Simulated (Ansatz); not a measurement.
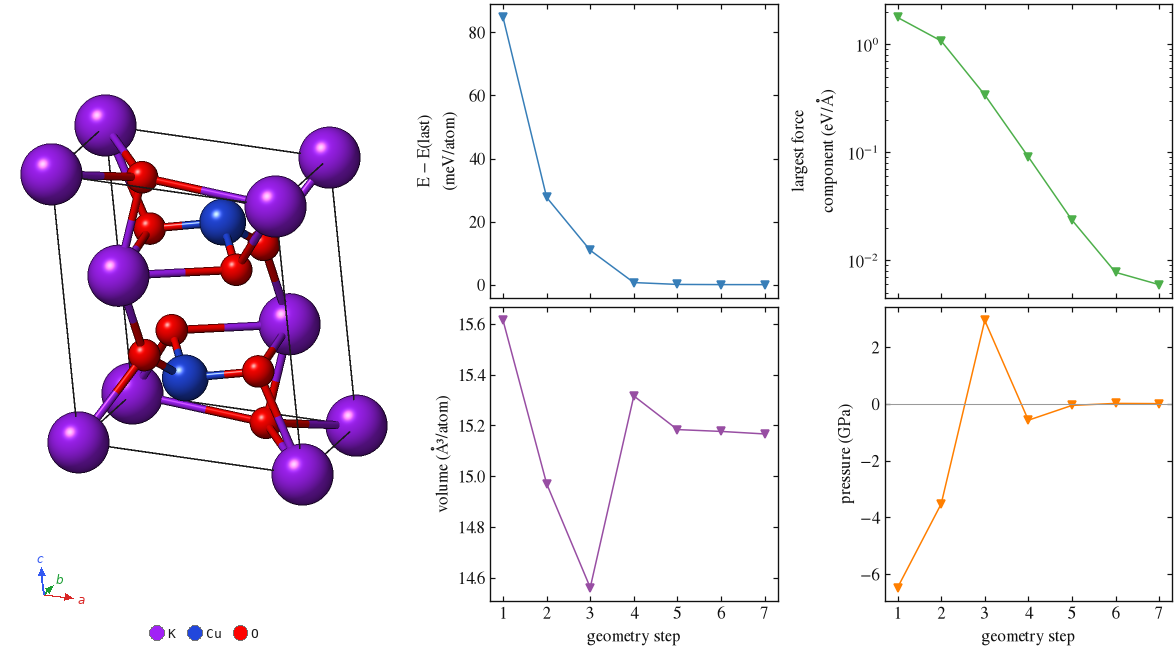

Beside the plot: the structure at the start.

History of a geometry optimisation. The run: K$_{3}$Cu$_{2}$O$_{8}$ (R-3m, 13 atoms in the cell), by DFT, PAW plane waves, r2SCAN (Ansatz); cutoff 500 eV, 5×5×5 k-mesh, cold smearing of 0.2182 eV. Atoms and cell relax. A closing SCF on a freshly chosen basis isn't drawn.

The optimisation met its thresholds at geometry 7, counting the start as the first. The energy fell by about 85 meV/atom from the first step to the last. The largest force component goes from about 1.8 eV/Å at the start to 6 × 10⁻³ eV/Å at the end. The volume shrinks from 15.61 to 15.17 Å³ per atom (−2.9 %), overshooting to 14.56 at step 3, as the pressure goes from −6.5 GPa to about 0 GPa.
